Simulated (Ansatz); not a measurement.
# Resistivity from frozen vibrations: Pb(111) with 4 thermally displaced layers, 2x2

Wanted: the phonon-limited resistivity of Pb at 300 K by the Landauer route.

Main program and level: Ansatz 0.2.0; Ansatz plane-wave DFT, PBE, PAW files; ballistic transport by layer matching (Landauer), zero bias; PAW set soft_1.

## (1) Set-up

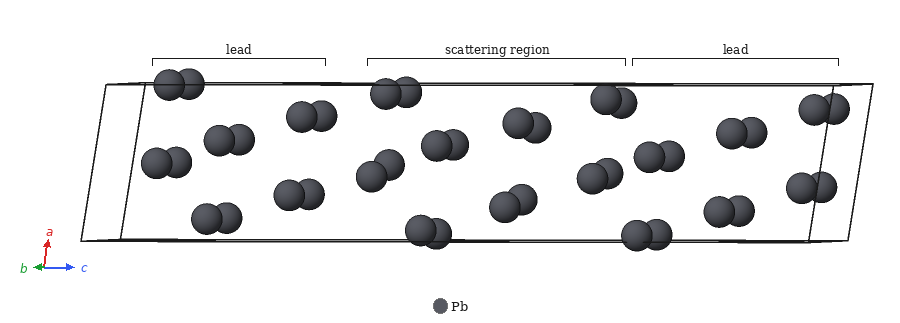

The starting structure, seen from the side, with the c axis across the page (lead dark grey).

The cell holds 40 atoms: 40 Pb. Its edges and angles: a = 7.001 Å, b = 7.001 Å, c = 28.655 Å, α = 93.5°, β = 86.5°, γ = 120.0°. It derives from Pb. Regions: lead, 24 atoms (24 Pb); scattering region, 16 atoms (16 Pb). The structure is stacked along c, and the current runs across the ab planes.

## (2) With 4 displaced layers

Each atom of 4 layers is moved at random, by amounts drawn from a normal law 0.1385 Å wide in each direction from the Debye model (105 K) at 300 K. The layers about the cell's end stay perfect and serve as the lead. Disorder leaves little or no symmetry, which makes such runs dear. Energies from -0.05 to 0.05 eV in steps of 0.05 eV are too few for the program's thermal sum, so it prints no conductance; for a metal the transmission near the Fermi level serves, at a fraction of the cost.

input.yaml

```yaml
crystal:
  lattice:
    - [7.0014885046, 0.0, 0.0]
    - [-3.5007442523, 6.0634669093, 0.0]
    - [1.7503721261, -1.0105778182, 28.583457127]
  atoms:
    - { symbol: Pb, position: [0.9916666667, 0.0083333333, 0.05] }
    - { symbol: Pb, position: [0.9916666667, 0.5083333333, 0.05] }
    - { symbol: Pb, position: [0.4916666667, 0.0083333333, 0.05] }
    - { symbol: Pb, position: [0.4916666667, 0.5083333333, 0.05] }
    - { symbol: Pb, position: [0.1416666667, 0.3583333333, 0.15] }
    - { symbol: Pb, position: [0.1416666667, 0.8583333333, 0.15] }
    - { symbol: Pb, position: [0.6416666667, 0.3583333333, 0.15] }
    - { symbol: Pb, position: [0.6416666667, 0.8583333333, 0.15] }
    - { symbol: Pb, position: [0.2916666667, 0.2083333333, 0.25] }
    - { symbol: Pb, position: [0.2916666667, 0.7083333333, 0.25] }
    - { symbol: Pb, position: [0.7916666667, 0.2083333333, 0.25] }
    - { symbol: Pb, position: [0.7916666667, 0.7083333333, 0.25] }
    - { symbol: Pb, position: [0.9421277878, 0.0558334059, 0.3531026655] }
    - { symbol: Pb, position: [0.9373325952, 0.5463915758, 0.3517518252] }
    - { symbol: Pb, position: [0.4788408387, 0.0793947323, 0.346590603] }
    - { symbol: Pb, position: [0.4094879639, 0.5441322304, 0.3502002126] }
    - { symbol: Pb, position: [0.0441887289, 0.4023305098, 0.443963916] }
    - { symbol: Pb, position: [0.0712239877, 0.8956480362, 0.4484676157] }
    - { symbol: Pb, position: [0.6118164422, 0.4320386846, 0.4493772861] }
    - { symbol: Pb, position: [0.610813466, 0.8934253069, 0.4517029663] }
    - { symbol: Pb, position: [0.2612097994, 0.2598800653, 0.5463979577] }
    - { symbol: Pb, position: [0.2180317348, 0.7480574929, 0.5510667827] }
    - { symbol: Pb, position: [0.7194379347, 0.2534275714, 0.5492286001] }
    - { symbol: Pb, position: [0.754528032, 0.7635227096, 0.5517216797] }
    - { symbol: Pb, position: [0.8766218438, 0.1060062133, 0.6537981381] }
    - { symbol: Pb, position: [0.9056046252, 0.5808009548, 0.6573345299] }
    - { symbol: Pb, position: [0.4269943615, 0.1263906208, 0.6512812123] }
    - { symbol: Pb, position: [0.4005242283, 0.6432147283, 0.6594968938] }
    - { symbol: Pb, position: [0.0416666667, 0.4583333333, 0.75] }
    - { symbol: Pb, position: [0.0416666667, 0.9583333333, 0.75] }
    - { symbol: Pb, position: [0.5416666667, 0.4583333333, 0.75] }
    - { symbol: Pb, position: [0.5416666667, 0.9583333333, 0.75] }
    - { symbol: Pb, position: [0.1916666667, 0.3083333333, 0.85] }
    - { symbol: Pb, position: [0.1916666667, 0.8083333333, 0.85] }
    - { symbol: Pb, position: [0.6916666667, 0.3083333333, 0.85] }
    - { symbol: Pb, position: [0.6916666667, 0.8083333333, 0.85] }
    - { symbol: Pb, position: [0.8416666667, 0.1583333333, 0.95] }
    - { symbol: Pb, position: [0.8416666667, 0.6583333333, 0.95] }
    - { symbol: Pb, position: [0.3416666667, 0.1583333333, 0.95] }
    - { symbol: Pb, position: [0.3416666667, 0.6583333333, 0.95] }
kpoints:
  mp_grid: { grid: [4, 4, 1] }
hamiltonian:
  xc: pbe
  pseudopotentials: { kind: paw, azcp: { folder: soft_1 } }
scf:
  occupations: { method: fermi_dirac, width: 0.1 }
output:
  transmission: { leads: [[0, 4]], kmesh: [8, 8], e_range: [-0.05, 0.05], de: 0.05 }
  write_potential: true
  write_density: true
  volumetric_format: npy
  elf: true
```

Launch:

```console
> ansatz run input.yaml --threads 4 --pin off --max-ram 15360MiB --backend cpu --events-out ev --progress --plain --runs-dir out
```

Numbers of over 12 decimals in the logs are rounded to 6 here.

Output:

```text
Engine: ansatz 0.2.0, aarch64-unknown-linux-gnu
Pseudopotentials: kind: paw
Pseudopotential: Pb, paw, valence charge 14, recommended cutoff 420 eV (normal), soft_1/Pb.paw.azcp
Functional definition: PBE
  parameter kappa = 0.804
  parameter beta = 0.066725
  exchange = pbe_x(kappa = kappa, mu = beta*pi^2/3)
  correlation = pbe_c(beta = beta)
Crystal: 40 atoms, lattice volume = 1213.462 Å³
Basis set: ecut = 420 eV, 23733 PW (Γ)
Bands: 336, of which v1, the nominal top of the filled ones, is band 280 counted from 1 (279 counted from 0)
Symmetry: 1 space group operations
Space group: P1 (ITA 1), of the structure as read, at distance tolerance 1.1e-4 Å
k-points: 10 of 16 (time reversal used)
Non-local potential: Pb, projectors of the file, l = 0: 2, l = 1: 2, l = 2: 2, l = 3: 1
PAW form: soft (Blöchl's): semilocal exchange-correlation on the pseudo side does not see the compensation charge
PAW one-centre angular grid: Pb, 590 points (default); XC on 64 Gauss nodes
Initial density: superposition of atomic densities (chi_scale 0.1, normalization cell)
Initial wavefunctions: pseudopotential atomic-orbital guess
Functional: x = pbe(κ = 0.804, μ = 0.219515), c = pbe(β = 0.066725)
SCF iter   1: F=—  HF=-476352.652783 eV  |F-HF|=—  |Δ(HF+E_count)|=         —  Δρ=8.05e-3  dr2=1.32e0  ethr=3.10e-3  ⟨swp⟩=7.2  Hψ=13456  notcnv=0  defer=45
preconditioner: auto → Kerker (q_TF=auto, 2.398 Å⁻¹)  [metal: Δε(μ)=0.023 eV  Ē_g=15.694 eV  σ=0.100 eV  W_gap=0.06  n_scr=292 (ndim 8)  ℏωp=25.2 eV  f_vac=0.000  D(μ)=19.59/eV (n_scr^D=90)]
SCF iter   2: F=—  HF=-476352.374929 eV  |F-HF|=—  |Δ(HF+E_count)|=   2.78e-1  Δρ=5.01e-3  dr2=5.22e-1  ethr=2.36e-4  ⟨swp⟩=2.5  Hψ=6515  notcnv=0  defer=77
SCF iter   3: F=—  HF=-476352.240919 eV  |F-HF|=—  |Δ(HF+E_count)|=   1.34e-1  Δρ=1.27e-3  dr2=2.54e-2  ethr=9.32e-5  ⟨swp⟩=2.8  Hψ=6037  notcnv=0  defer=77
SCF iter   4: F=—  HF=-476352.240699 eV  |F-HF|=—  |Δ(HF+E_count)|=   2.20e-4  Δρ=2.09e-4  dr2=6.68e-4  ethr=4.53e-6  ⟨swp⟩=3.0  Hψ=6151  notcnv=0  defer=77
SCF iter   5: F=—  HF=-476352.240848 eV  |F-HF|=—  |Δ(HF+E_count)|=   1.49e-4  Δρ=5.44e-5  dr2=1.13e-4  ethr=1.19e-7  ⟨swp⟩=2.7  Hψ=5951  notcnv=0  defer=77
SCF iter   6: F=—  HF=-476352.240836 eV  |F-HF|=—  |Δ(HF+E_count)|=   1.25e-5  Δρ=1.39e-5  dr2=2.53e-5  ethr=2.02e-8  ⟨swp⟩=2.0  Hψ=3583  notcnv=0  defer=77
SCF iter   7: F=—  HF=-476352.241853 eV  |F-HF|=—  |Δ(HF+E_count)|=   1.02e-3  Δρ=6.67e-6  dr2=2.85e-6  ethr=4.52e-9  ⟨swp⟩=2.0  Hψ=3622  notcnv=0  defer=91
SCF iter   8: F=—  HF=-476352.241853 eV  |F-HF|=—  |Δ(HF+E_count)|=   7.05e-8  Δρ=1.96e-6  dr2=1.92e-7  ethr=5.08e-10  ⟨swp⟩=2.2  Hψ=4342  notcnv=0  defer=91
SCF iter   9: F=-476352.241853 eV  HF=-476352.241853 eV  |F-HF|=8.73e-9  |Δ(HF+E_count)|=   3.32e-9  Δρ=5.10e-7  dr2=1.17e-8  ethr=1.79e-11  ⟨swp⟩=11.4  Hψ=12716  notcnv=0
SCF 1 converged in 9 iterations: F = -476352.241853 eV  dr2 = 1.17e-8
  greatest PAW one-centre occupation: 0.978 electrons in one spin orbital (limit 2), on the Pb atom at site 20 (counted from 0), in its partial waves of l = 2
transmission: 129 of 1224 steps passed
transmission: 246 of 1224 steps passed
[...]
transmission: 1224 of 1224 steps passed
SCF converged after 9 iterations
Free energy (F): -476352.241853 eV
Harris-Foulkes:  -476352.241853 eV  (|F-HF|=8.73e-9)
Internal energy: -476351.598557 eV  (E = F + TS)
E sigma→0 (E₀):  -476351.920205 eV
Entropy (-TS):   -0.643296 eV (-16.082 meV/atom)
Fermi energy:    11.143283 eV
--- Per-component energies (eV) ---
  E_band       = -1365.526132
  E_kinetic    = 11744.015055
  E_local      = -39516.860072  (includes V_loc(G=0)·N_el)
  E_nonlocal   = 12205.917141
  E_hartree    = 15257.653817
  E_xc         = -8241.317056
  E_vxc        = -5531.772636  (∫ρ·V_xc dr)
  E_paw        = -415724.044486  (= ΣΔE_a)
  E_vpaw       = -10782.139020  (= ΣTr[D̂ρ^β])
  E_aug_tail   = -0.000273  (compensation charges beyond the density's cutoff)
  E_ewald      = -52076.962683
  E_smearing   = -0.643296  (= −TS)
  E_closure    = -0.000000  (closes the sum)
  Σ components = -476352.241853   (vs F -476352.241853, Δ=0.00e0)
--- Band table (eV; the first three rows and the last of 10) ---
  k-point 0: bands = [... 276 lower, 11.5532, 11.6217, 11.7140, 11.7667, 11.8220, 12.1117, 12.1312, 12.1833, ... 52 higher]
  k-point 1: bands = [... 276 lower, 10.7866, 10.8387, 10.9946, 11.0970, 11.6211, 11.6580, 11.7852, 11.8174, ... 52 higher]
  k-point 2: bands = [... 276 lower, 10.9700, 10.9927, 11.0703, 11.1365, 11.2281, 11.2794, 11.3701, 11.4448, ... 52 higher]
  k-point 9: bands = [... 276 lower, 10.9305, 10.9866, 11.1272, 11.2354, 11.2840, 11.3762, 11.4129, 11.4352, ... 52 higher]
--- Transmission ---
  basis      : 367 plane waves across, 36 finite elements along
  points     : 34, standing for a mesh of 8 x 8
  energies   : 3 from -0.050000 to 0.050000 eV about the Fermi level, 0.050000 eV apart; the leads are filled to 0.000000 eV, and channels, transmission and decay are at 0.000000 eV
  crystal 0  : Pb4, at the sites [0, 4], period 2.8583 Å, over 17.15 Å; its Hamiltonian steps by up to 7.6 meV
    offset         : up to 0.0000 Å between an atom of the period and one for which it stands
    channels       : 4.890625e0 a spin
    conductance    : none, the energies end too early or step too widely for 300 K: set another output.transmission.e_range or a lower de, or, where they end at an eighth of basis.ecutwfc, a higher one
  junction   : crystal 0 to crystal 0, 2.86 to 28.58 Å
    transmission   : 3.948020e0 a spin
    conductance    : none, the energies end too early or step too widely for 300 K: set another output.transmission.e_range or a lower de, or, where they end at an eighth of basis.ecutwfc, a higher one
```

Elapsed: 15 min, on 4 threads of Arm Neoverse V2, shared host; peak memory 7.8 GiB.

This step gave:

```yaml
free_energy: -476352.2419 eV
energy_at_zero_smearing: -476351.9202 eV
fermi_energy: 11.14 eV
cell_area: 42.45 Å²
transmission_per_spin_nearest_the_fermi_level: 3.948
open_channels_per_spin_nearest_the_fermi_level: 4.891
step_of_the_lead_s_potential: 7.6 meV
```

Per spin. Transmission, zone mean against energy, zero at the Fermi level:

```csv
energy (eV),"transmission, zone mean"
-0.0500,3.86
0.0000,3.95
0.0500,4.12
```

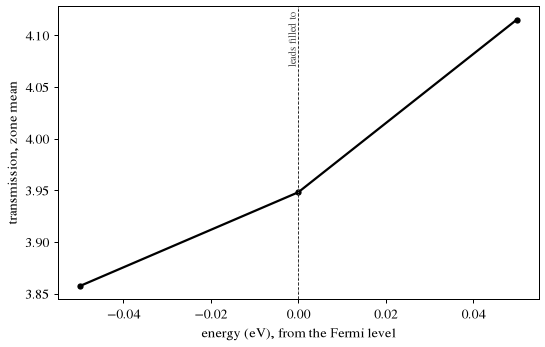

Transmission, zone mean, plotted against energy.

Per spin. Open channels, zone mean, lead against energy, zero at the Fermi level:

```csv
energy (eV),"open channels, zone mean, lead"
-0.0500,4.89
0.0000,4.89
0.0500,5.17
```

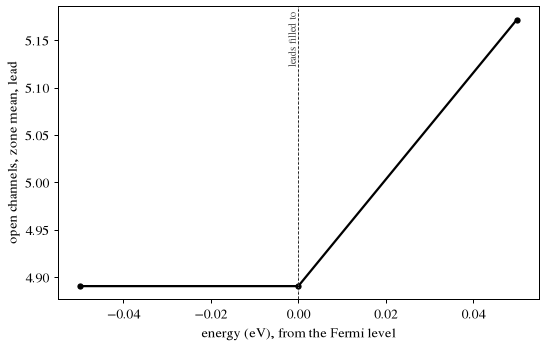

Open channels, zone mean, lead against energy.

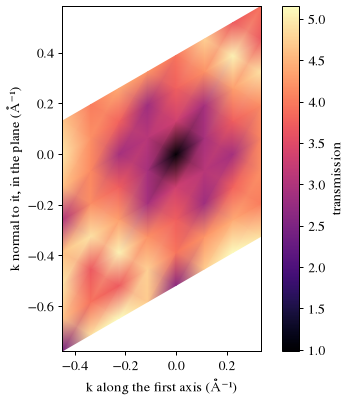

Transmission over k1 and k2. At 0.0000 eV from the Fermi level.

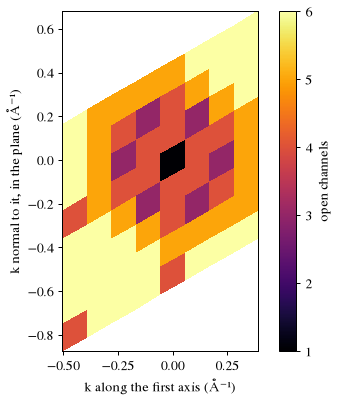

Open channels over k1 and k2. At 0.0000 eV from the Fermi level.

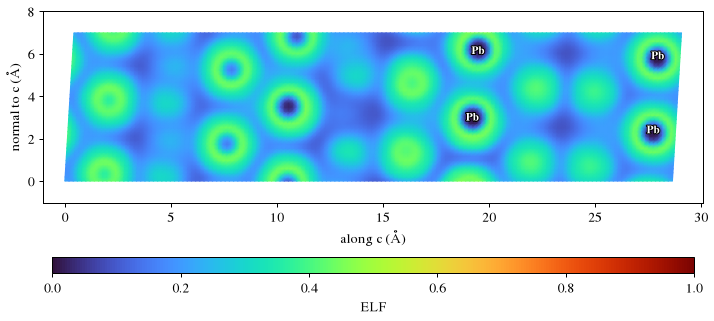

ELF in the ca plane at fractional y = 0.126, with atoms of Pb within 0.2 Å of it. It is the smooth field of the valence electrons, not physical close to the nuclei.

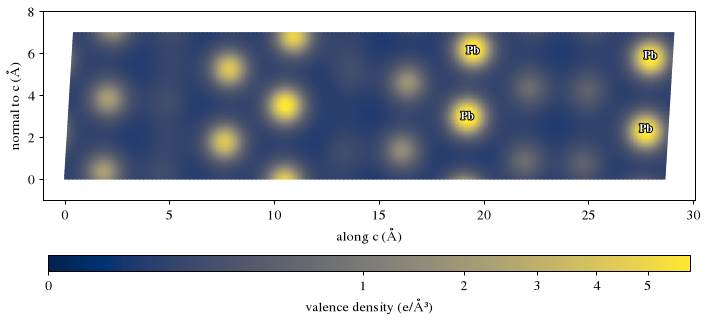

Valence density in the ca plane at fractional y = 0.126, with atoms of Pb within 0.2 Å of it. It is the smooth field of the valence electrons, not physical close to the nuclei. The colour scale is stretched toward low values.

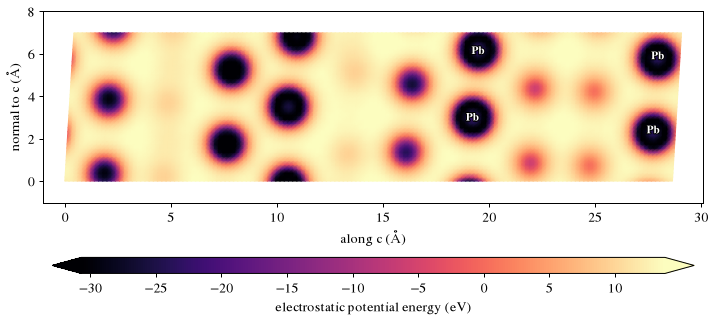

Electrostatic potential energy in the ca plane at fractional y = 0.126, with atoms of Pb within 0.2 Å of it. With pseudopotentials it is smooth inside the atoms' cores, unlike the true potential.

Over the solved energies the transmission per spin lies between 3.86 and 4.12, out of 4.98 channels of the lead on average (up to 5.17).

(Part 1 of 2 ends here.)

[Logs are printed without paths, hosts, clocks, repeated set-up lines and the standing remarks that a program may print on its own settings, such as how far it seeks lower states.]

[Hosts, paths, dates, database ids (printed as entryN), source tags and the programs' standing remarks are cut or masked in the printed files.]
